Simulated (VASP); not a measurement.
Band structure of Zn3CdO4 (space group P3m1). Calculation: modified Becke-Johnson potential (mBJ), VASP's PBE PAW potentials (set 64) (plane waves; VASP).

mBJ is a potential without an energy functional, so only the levels count.

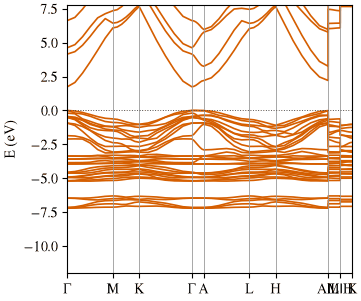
Figure. Bands along high-symmetry lines, zero at the valence-band maximum or, without a gap, the Fermi level

Task: Read the plot: is there a gap, and where are the band edges?

Result: The gap is direct, 1.75 eV, from the valence maximum at Γ to the conduction minimum at Γ.

The structure comes from a computed database's Zn3CdO4 entry (P3m1); how it stands against other phases isn't given here. It was relaxed first. The cell's shape comes from a PBE relaxation.
